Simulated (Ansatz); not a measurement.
# SnNH₅ (SMILES [NH2][SnH3]): a rigid scan of the bond length N1–H4

Aim: the energy along the bond length N1–H4, from CCSD(T) and from cheaper methods, relative to the minimum. No other atom is relaxed.

The runs use Ansatz 0.2.0, Gaussian basis; single points in def2-TZVPP.

Levels: PBE-D4, r2SCAN-D4, PBE0-D4, B3LYP-D4, wB97M-V, Hartree-Fock, MP2, CCSD, CCSD(T). The scan takes 0.871, 0.900, 0.944, 0.995, 1.052, 1.112, 1.177, 1.245, 1.316 Å.

Correlated methods freeze the cores. Filled d shells of the heavier atoms are correlated. Core potentials replace the inner electrons past krypton, and spin-orbit coupling is left out. B3LYP uses VWN-RPA correlation.

35 further runs of the same task are left out: 35 set aside as unsound or not needed.

**1. The starting structure**

The minimum, relaxed at PBE0-D4: SMILES `[NH2][SnH3]`, 7 atoms, charge 0, spin multiplicity 1.

Atoms are counted from 1 here; the program's logs count them from 0.

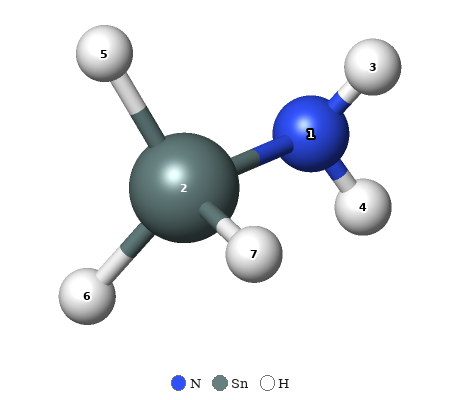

Start geometry, drawn with nitrogen blue, tin teal, hydrogen white; atoms are numbered from 1 in the order of the file.

As a file:

```mol
H5NSn
  3D, bonds by distance, orders not assigned

  7  6  0  0  0  0  0  0  0  0999 V2000
   -0.4996   -1.1833    0.1166 N   0  0
    0.1368    0.7304   -0.1356 Sn  0  0
   -0.0018   -1.8445   -0.4665 H   0  0
   -0.4137   -1.5049    1.0727 H   0  0
   -0.1158    1.0928   -1.7817 H   0  0
   -0.8363    1.6844    0.8880 H   0  0
    1.7917    0.9571    0.2609 H   0  0
  1  2  8  0
  1  3  8  0
  1  4  8  0
  2  5  8  0
  2  6  8  0
  2  7  8  0
M  END
```

Energies of the minimum (eV), from earlier single points: PBE-D4 -7401.02884, r2SCAN-D4 -7404.43077, PBE0-D4 -7401.49807, B3LYP-D4 -7405.51332, wB97M-V -7400.82252, CCSD(T) -7382.77483.

At the minimum the bond length N1–H4 is 1.012 Å.

**2. N1–H4 = 0.871 Å**

Input file ccsdt-tzvpp/in.yaml:

```yaml
crystal:
  periodic: [false, false, false]
  atoms:
    - {symbol: N, position_ang: [-0.499637, -1.183300, 0.116576]}
    - {symbol: Sn, position_ang: [0.136845, 0.730376, -0.135610]}
    - {symbol: H, position_ang: [-0.001830, -1.844464, -0.466461]}
    - {symbol: H, position_ang: [-0.425713, -1.459958, 0.939155]}
    - {symbol: H, position_ang: [-0.115787, 1.092762, -1.781747]}
    - {symbol: H, position_ang: [-0.836268, 1.684426, 0.887996]}
    - {symbol: H, position_ang: [1.791692, 0.957062, 0.260883]}
basis:
  gaussian: {orbitals: def2-TZVPP}
correlation: {method: ccsd_t}
```

No record of the launch command was kept for these runs.

The runs that follow: N1–H4 = 0.900 Å; N1–H4 = 0.944 Å; N1–H4 = 0.995 Å; N1–H4 = 1.052 Å; N1–H4 = 1.112 Å; N1–H4 = 1.177 Å; N1–H4 = 1.245 Å; N1–H4 = 1.316 Å.

Q: Predict the outcome of this session. Wanted: highest point, CCSD(T); lowest point, CCSD(T); minimum along the scan, CCSD(T); RMS deviation from CCSD(T); largest T1 diagnostic.

**Answer**, as computed:

```
                       quantity                                                                                                            value
         highest point, CCSD(T)                                                                                         25.9 kcal/mol at 1.316 Å
          lowest point, CCSD(T)                                                                                          0.0 kcal/mol at 1.012 Å
minimum along the scan, CCSD(T)                                                                                                          1.012 Å
                curvature there                                                                                                       44.8 eV/Å²
     RMS deviation from CCSD(T)  PBE-D4 1.1, r2SCAN-D4 0.0, PBE0-D4 0.4, B3LYP-D4 0.1, wB97M-V 0.4, Hartree-Fock 2.7, MP2 0.4, CCSD 0.4 kcal/mol
          largest T1 diagnostic                                                                                                            0.014
```

What this shows: A polynomial through the near points puts the CCSD(T) minimum at the PBE0-D4 value. It is steeper on the short side than on the long one. Curvature against CCSD(T): PBE-D4 -5 %, Hartree-Fock +11 %. r2SCAN-D4 follows the CCSD(T) curve best and Hartree-Fock worst.
